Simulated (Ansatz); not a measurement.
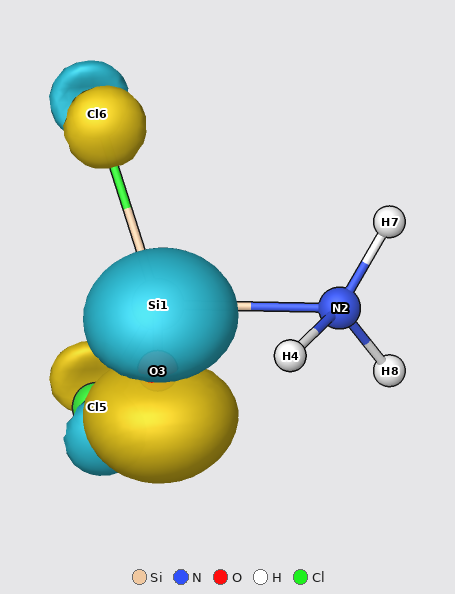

Figure. Cl2H3NOSi. The HOMO−1 at ±0.2 Å⁻³ᐟ² (yellow and cyan are the two phases), seen at an oblique angle.

A transition-state structure; geometry: PBE0-D4/def2-TZVP.

Computed with RKS PBE0-D4/def2-TZVPP in Ansatz.

| atom | x (Å) | y (Å) | z (Å) |
| --- | --- | --- | --- |
| Si | -0.8050 | 0.1593 | 0.1211 |
| N | 0.9846 | -0.1755 | -0.1295 |
| O | -1.0913 | -0.9415 | -0.9546 |
| H | 0.2901 | -0.8941 | -0.8523 |
| Cl | -1.1718 | 2.1198 | -0.2791 |
| Cl | -1.2678 | -0.1574 | 2.0766 |
| H | 1.5063 | -0.6339 | 0.6073 |
| H | 1.5551 | 0.5231 | -0.5896 |

Describe this orbital and give its energy.

It lies mainly on O3 (about 65 %), Cl5 (about 10 %) and Cl6 (about 10 %); largely a lone pair of O3. Its energy is −8.37 eV.
